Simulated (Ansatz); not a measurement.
# CH4OSi (SMILES CO[SiH]): levels of theory compared

Aim: a comparison of 6 runs (HF/STO-3G, HF/aug-cc-pVDZ, BHLYP/aug-cc-pVDZ, r2SCAN/aug-cc-pVDZ, revPBE/aug-cc-pVDZ, wB97M-V/aug-cc-pVDZ) of CH4OSi. 

The results are computed with Ansatz 0.2.0.

57 further runs of the same task are left out: 57 set aside as unsound or not needed. Runs told in other sessions of the task aren't counted.

### 1 The molecule

The species is CH4OSi (7 atoms), meant as a singlet with charge 0. SMILES: `CO[SiH]`. The C1–H5 distance was set to 1.643 Å, away from the relaxed value. At this shape a bond of the SMILES string is far longer than usual.

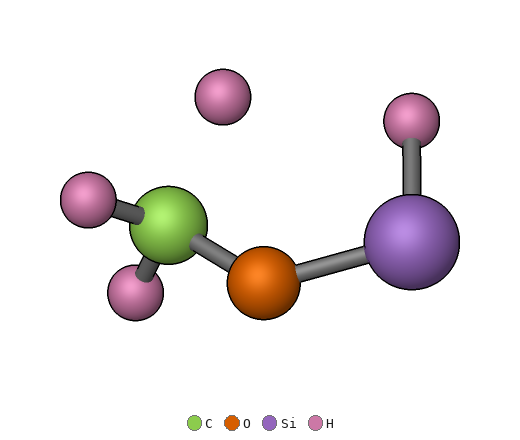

Viewed from a chosen angle; carbon green, oxygen orange, silicon purple, hydrogen pink.

### 2 The energy at HF/STO-3G (run 1)

molecule.yaml reads:

```yaml
basis:
  gaussian:
    orbitals: STO-3G
crystal:
  periodic: [false, false, false]
  atoms:
    - {symbol: C, position_ang: [-0.990525, 0.454498, -0.073386]}
    - {symbol: O, position_ang: [-0.921325, -0.477502, 0.982714]}
    - {symbol: Si, position_ang: [0.318775, -1.418302, 1.495014]}
    - {symbol: H, position_ang: [-1.774525, 0.149798, -0.770386]}
    - {symbol: H, position_ang: [0.443800, 0.547500, -0.868700]}
    - {symbol: H, position_ang: [-1.247425, 1.436498, 0.330514]}
    - {symbol: H, position_ang: [1.363575, -0.946602, 0.449214]}
hamiltonian:
  xc: hf
accuracy: high
output: {orbitals: {seedname: orbitals}}
```

Command:

```bash
ansatz run molecule.yaml --threads 1 --pin off --max-ram 3480MiB --events-out events.jsonl --progress --plain --runs-dir runs
```

Output:

```text
Warning: RAYON_NUM_THREADS=1 ignored (pool sized by the plan → 1); use --threads N
Functional definition: HF
  name "HF"
  exchange = exact_x
  correlation = 0
425 factors; integrals over basis functions are off by at most 1.3e-8 eV
mean field evaluation 1: about -10856.1631 eV, gradient 2.0e1 eV
mean field evaluation 2: about -10856.2843 eV, gradient 2.0e1 eV
mean field evaluation 4: about -10857.7930 eV, gradient 1.5e0 eV
mean field evaluation 8: about -10857.8035 eV, gradient 6.2e-5 eV
mean field -10857.80348541 eV, -399.0169184054 hartree, gradient 1.4e-8 eV, S^2 0.000000; 0 other end points of the search recorded, 0 dependent functions left out
reference -10857.80348541 eV, -399.0169184054 hartree; 16, 16 occupied and 7, 7 virtual orbitals, 425 factors
Total energy: -10857.80348541 eV, -399.0169184054 hartree
```

It took 0.14 s on 1 thread of Arm Neoverse V2, shared host.

### 3 A single-point energy at HF/aug-cc-pVDZ (run 2)

input.yaml reads:

```yaml
crystal:
  periodic: [false, false, false]
  atoms:
    - symbol: C
      position_ang: [-0.990525, 0.454498, -0.073386]
    - symbol: O
      position_ang: [-0.921325, -0.477502, 0.982714]
    - symbol: Si
      position_ang: [0.318775, -1.418302, 1.495014]
    - symbol: H
      position_ang: [-1.774525, 0.149798, -0.770386]
    - symbol: H
      position_ang: [0.443800, 0.547500, -0.868700]
    - symbol: H
      position_ang: [-1.247425, 1.436498, 0.330514]
    - symbol: H
      position_ang: [1.363575, -0.946602, 0.449214]
basis:
  gaussian: {orbitals: aug-cc-pVDZ}
hamiltonian: {xc: hf}
accuracy: high
output: {orbitals: {seedname: orbitals}}
```

Command:

```bash
ansatz run input.yaml --threads 1 --pin off --max-ram 3480MiB --events-out events.jsonl --progress --plain --runs-dir runs
```

Output:

```text
Warning: RAYON_NUM_THREADS=1 ignored (pool sized by the plan → 1); use --threads N
[... 4 set-up lines as earlier in the session ...]
2206 factors; integrals over basis functions are off by at most 3.4e-9 eV
mean field evaluation 1: about -10987.7657 eV, gradient 3.3e1 eV
mean field evaluation 2: about -10987.7691 eV, gradient 3.3e1 eV
mean field evaluation 4: about -10990.4868 eV, gradient 3.5e0 eV
mean field evaluation 8: about -10990.5475 eV, gradient 7.6e-2 eV
mean field -10990.54758717 eV, -403.8951741680 hartree, gradient 8.0e-9 eV, S^2 0.000000; 0 other end points of the search recorded, 0 dependent functions left out
reference -10990.54758717 eV, -403.8951741680 hartree; 16, 16 occupied and 93, 93 virtual orbitals, 2206 factors
Total energy: -10990.54758717 eV, -403.8951741680 hartree
```

Run time: 4.5 s. Hardware: 1 thread of Arm Neoverse V2, shared host; peak memory 0.3 GiB.

Runs 3 to 5 aren't shown in full; the table further down has their settings and results.

### 4 The energy at wB97M-V/aug-cc-pVDZ (run 6)

input.yaml reads:

```yaml
crystal:
  periodic: [false, false, false]
  atoms:
    - {symbol: C, position_ang: [-0.990525, 0.454498, -0.073386]}
    - {symbol: O, position_ang: [-0.921325, -0.477502, 0.982714]}
    - {symbol: Si, position_ang: [0.318775, -1.418302, 1.495014]}
    - {symbol: H, position_ang: [-1.774525, 0.149798, -0.770386]}
    - {symbol: H, position_ang: [0.443800, 0.547500, -0.868700]}
    - {symbol: H, position_ang: [-1.247425, 1.436498, 0.330514]}
    - {symbol: H, position_ang: [1.363575, -0.946602, 0.449214]}
basis:
  gaussian:
    orbitals: aug-cc-pVDZ
hamiltonian:
  xc: {name: wB97M-V}
accuracy: high
output: {orbitals: {seedname: orbitals}}
```

Command:

```bash
ansatz run input.yaml --threads 1 --pin off --max-ram 3480MiB --events-out events.jsonl --progress --plain --runs-dir runs
```

Output:

```text
Warning: RAYON_NUM_THREADS=1 ignored (pool sized by the plan → 1); use --threads N
Functional definition: wB97M-V
  name "wB97M-V"
  parameter omega = 0.3/bohr
  parameter cx = 0.15
  parameter cx01 = 1.007
  parameter cx10 = 0.259
  parameter css00 = 0.443
  parameter css04 = -1.437
  parameter css10 = -4.535
  parameter css20 = -3.390
  parameter css43 = 4.278
  parameter cos00 = 1.000
  parameter cos10 = 1.358
  parameter cos20 = 2.924
  parameter cos21 = -8.812
  parameter cos60 = -1.390
  parameter cos61 = 9.142
  parameter b = 6.0
  parameter c = 0.01
  gx(w, u) = 1 - cx + cx01*u + cx10*w
  gss(w, u) = css00 + css04*u^4 + css10*w + css20*w^2 + css43*w^4*u^3
  gos(w, u) = cos00 + cos10*w + (cos20 + cos21*u)*w^2 + (cos60 + cos61*u)*w^6
  exchange = spin_sum(e_x_unif_sr(omega)*gx(b97_w, b97_u_x)) + cx*exact_x_sr(omega) + exact_x_lr(omega)
  correlation = spin_sum(e_c_pw_mod_same_spin*gss(b97_w, b97_u_same))
      + integral(e_c_pw_mod_opposite_spin*gos(b97_w_opposite, b97_u_opposite)) + vv10(b, c)
2206 factors; integrals over basis functions are off by at most 3.4e-9 eV
506 factors; integrals over basis functions are off by at most 2.6e-9 eV
mean field evaluation 1: about -11018.2803 eV, gradient 4.4e1 eV
mean field evaluation 2: about -11014.8528 eV, gradient 6.4e1 eV
mean field evaluation 4: about -11022.5268 eV, gradient 2.5e0 eV
mean field evaluation 8: about -11022.5485 eV, gradient 9.1e-2 eV
mean field evaluation 16: about -11022.5486 eV, gradient 7.0e-5 eV
mean field -11022.54860034 eV, -405.0711897108 hartree, gradient 1.8e-8 eV, S^2 0.000000; 0 other end points of the search recorded, 0 dependent functions left out
reference -11022.54860930 eV, -405.0711900399 hartree; 16, 16 occupied and 93, 93 virtual orbitals, 2206 factors
Total energy: -11022.54860930 eV, -405.0711900399 hartree
```

Run time: 69 s. Hardware: 1 thread of Arm Neoverse V2, shared host; peak memory 0.62 GiB.

### 5 Overview of the runs

| run | level | energy (Eh) | HOMO energy (eV) | LUMO energy (eV) | HOMO–LUMO gap (eV) | wall time |
| --- | --- | --- | --- | --- | --- | --- |
| 1 | HF/STO-3G | -399.016918 | -6.37 | 6.69 | 13.06 | 0.14 s |
| 2 | HF/aug-cc-pVDZ | -403.895174 | -9.03 | 0.60 | 9.63 | 4.5 s |
| 3 | BHLYP/aug-cc-pVDZ | -405.069182 | -7.58 | -1.25 | 6.33 | 10 s |
| 4 | r2SCAN/aug-cc-pVDZ | -405.044359 | -5.77 | -2.85 | 2.92 | 17 s |
| 5 | revPBE/aug-cc-pVDZ | -405.048904 | -5.56 | -2.94 | 2.62 | 9 s |
| 6 | wB97M-V/aug-cc-pVDZ | -405.071190 | -8.70 | -0.31 | 8.39 | 69 s |

### 6 Results

| quantity | value |
| --- | --- |
| run 6: total energy | -405.07119 Eh |
| run 6: HOMO energy | -8.70 eV |
| run 6: LUMO energy | -0.31 eV |
| run 6: HOMO–LUMO gap | 8.39 eV |

What this shows: The HOMO–LUMO gap runs from 2.62 eV (revPBE/aug-cc-pVDZ) to 13.06 eV (HF/STO-3G). The two ends differ in method and basis. Totals of different functionals can't be ranked against each other. In run 1 the basis is minimal, so the values are rough. In all runs a closed-shell determinant meets a far-stretched bond; if it breaks into open shells, such a determinant describes it badly, and no broken-symmetry solution was shown. All runs together took 1.8 min, the longest 69 s.
